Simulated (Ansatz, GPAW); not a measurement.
# C/Sr(110): converging a work function, part 3 of 3

Wanted: a convergence study on the slab C/Sr(110).

GPAW 26.7.0 and Ansatz 0.2.0; Ansatz plane waves; slab in vacuum with a dipole correction, relaxation (the session's first sound run).

So far, upper work function (eV): step 2 (relaxing the atoms, PBE) 3.23; step 3 (the slab's potential, PBE, GPAW) 3.23; step 6 (cutoff 700: ecut = 700, PBE, GPAW) 3.23; step 9 (K mesh 8×10: kpts = [8, 10], PBE, GPAW) 3.22; step 10 (scheme Fermi-Dirac, smearing 0.01, PBE, GPAW) 3.25.

### Step 11. The ladder

Times are for 1 thread of Intel Xeon 6975P-C (Granite Rapids), shared host. The runs compared:

```
no.                                run  upper work function (eV)  lower work function (eV)     time  memory (GiB)
  1                                 pw                     3.225                     2.596  2.2 min          0.51
  2                         cutoff 700                     3.225                     2.596    4 min          0.77
  3                        k mesh 8×10                     3.224                     2.595  5.1 min           0.8
  4  scheme Fermi-Dirac, smearing 0.01                     3.247                     2.504  2.6 min          0.52
```

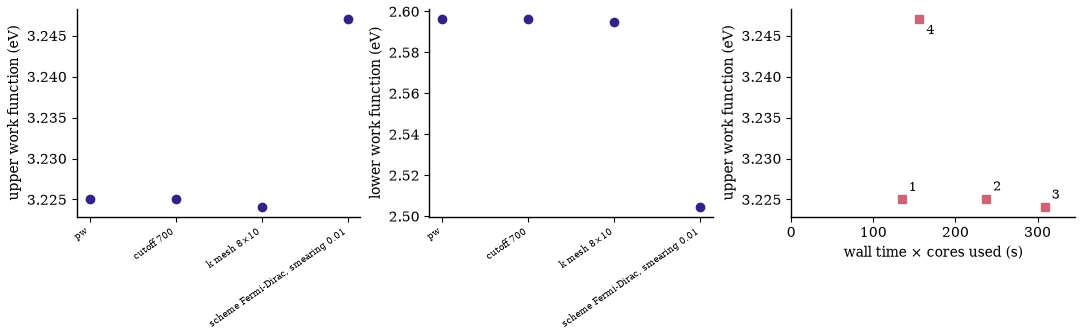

The series as plots; the last panel sets the first result against cost, with the runs numbered as in the table.

### Step 12. Without the dipole layer

The dipole layer is taken out and the cell repeats along the normal.

run.py reads:

```python
import json
import numpy as np
from ase import Atoms
from gpaw import GPAW, PW

slab = Atoms(
    ['Sr', 'Sr', 'Sr', 'Sr', 'Sr', 'C'],
    positions=[
        [0.00000, 0.00000, 8.00000],
        [3.04000, 2.14960, 10.14960],
        [0.00000, -0.00000, 12.16560],
        [3.04000, 2.14960, 14.39642],
        [-0.00000, 0.00000, 16.73068],
        [3.04000, 2.14960, 16.80244]],
    cell=[[6.08, 0.0, 0.0], [0.0, 4.29921, 0.0], [0.0, 0.0, 25.09842]],
    pbc=[True, True, True])

slab.calc = GPAW(mode=PW(500), xc='PBE', kpts={'size': (5, 7, 1), 'gamma': True},
                 occupations={'name': 'fermi-dirac', 'width': 0.1}, nbands='160%',
                 convergence={'density': 1e-05}, maxiter=200,
                 symmetry={'tolerance': 1e-3}, txt='slab.txt')
result = {}
energy = slab.get_potential_energy()
fermi = slab.calc.get_fermi_level()
v = slab.calc.get_electrostatic_potential().mean((0, 1)) - fermi
n = slab.calc.get_pseudo_density().mean((0, 1))
L = slab.cell[2, 2]
z = np.arange(len(v)) * L / len(v)
low, high = slab.positions[:, 2].min(), slab.positions[:, 2].max()
below, above = np.interp([low - 5.8, high + 5.8], z, v)
slopes = [np.interp(x, z, np.gradient(v, z)) for x in (low - 5.8, high + 5.8)]
eps = np.array([[slab.calc.get_eigenvalues(k, s) for k in range(len(slab.calc.get_ibz_k_points()))]
                for s in range(slab.calc.get_number_of_spins())]) - fermi
top, bottom = eps[eps < 0].max(), eps[eps > 0].min()
dipole = slab.get_dipole_moment()[2]
print(f'energy {energy:.4f} eV, Fermi level {fermi:.4f} eV, dipole {dipole:.5f} e A')
print(f'potential 5.8 A off the faces, from the Fermi level: lower {below:.4f} eV, upper {above:.4f} eV')
print(f'slope of the potential there: lower {slopes[0]:.5f}, upper {slopes[1]:.5f} eV/A')
print(f'nearest levels on the mesh: {top:.4f} and {bottom:.4f} eV')
print('magnetic moment', round(slab.get_magnetic_moment(), 3))
result.update(energy=energy, fermi=fermi, dipole=dipole, below=below, above=above, slopes=slopes, edges=[top, bottom],
              z=z.tolist(), v=v.tolist(), n=n.tolist(), positions=slab.positions.tolist(),
              forces=slab.get_forces(apply_constraint=False).tolist(), moments=slab.get_magnetic_moments().tolist())
json.dump(result, open('result.json', 'w'))
```

Started as:

```
$ OMP_NUM_THREADS=1 OPENBLAS_NUM_THREADS=1 python run.py
```

Log:

```text
energy -11.8645 eV, Fermi level -0.1053 eV, dipole -0.19038 e A
potential 5.8 A off the faces, from the Fermi level: lower 2.7710 eV, upper 3.0179 eV
slope of the potential there: lower -0.05330, upper -0.05221 eV/A
nearest levels on the mesh: -0.0243 and 0.0127 eV
magnetic moment 0.0
```

Elapsed: 2 min, on 1 thread of Intel Xeon 6975P-C (Granite Rapids), shared host; peak memory 0.51 GiB.

The run finished. A setting was moved off its sound value on purpose, so it serves as a test and not as the result.

The fault put into the input: no dipole layer on a slab with a dipole, so the vacuum potential tilts and no work function is defined (dipole = false and pbc_z = true).

The two runs compared:

```
                     quantity  this run  sound run  difference
dipole along the normal (e·Å)  -0.19038  -0.090776     -0.0996
```

One result that differs is the dipole along the normal, -0.190 e·Å against -0.0908 e·Å.

### Step 13. Side by side

Results and costs are gathered.

This step: comparison of work functions, dipole and cost (GPAW 26.7.0).

Ladder, by row:

```
   step  code  work function, upper (eV)  work function, lower (eV)  dipole (e Å)  wall time (s)  peak memory (GiB)  threads
     pw  GPAW                      3.225                      2.596      -0.09078          134.5               0.51        1
ecut200  GPAW                      3.228                      2.595      -0.08967          30.35               0.21        1
ecut300  GPAW                      3.224                      2.596      -0.09056          64.78                0.3        1
ecut700  GPAW                      3.225                      2.596      -0.09072          237.4               0.77        1
     k2  GPAW                      3.205                      2.403       -0.1158          58.03               0.39        1
     k3  GPAW                      3.227                       2.61      -0.08904          68.16               0.42        1
     k8  GPAW                      3.224                      2.595      -0.09085          308.6                0.8        1
  smear  GPAW                      3.247                      2.504       -0.1072            156               0.52        1
  nodip  GPAW                          -                          -       -0.1904          119.8               0.51        1
```

### Step 14. Summary of results

| Item | Value |
| --- | --- |
| work function, upper and lower face | 3.225 and 2.596 eV |
| dipole along the normal | -0.0908 e Å |

In words: With plane waves and PBE the work function is 3.23 eV on the upper face and 2.60 eV on the lower. The two faces differ by 0.63 eV, the step that the slab's dipole makes (e p/(ε0 A) gives 0.63 eV), so the dipole layer is needed. The other smearing (Fermi-Dirac of 0.01 eV in place of Fermi-Dirac of 0.1) moves the two faces by 0.022 and -0.092 eV on the same mesh; a mesh is converged only for its smearing. Over the sound runs of the table the upper face's work function spans 3.224 (k8) to 3.247 eV (smear). The cell of 26.1 Å² holds one C, started on one chosen site; other sites and coverages weren't tried. The in-plane lattice was kept as typed, which isn't the functional's own and leaves some strain; spin-orbit coupling and temperature are left out.

[Logs are printed without paths, hosts, clocks, repeated set-up lines and the standing remarks that a program may print on its own settings, such as how far it seeks lower states.]

[Hosts, paths, dates, database ids (printed as entryN), source tags and the programs' standing remarks are cut or masked in the printed files.]
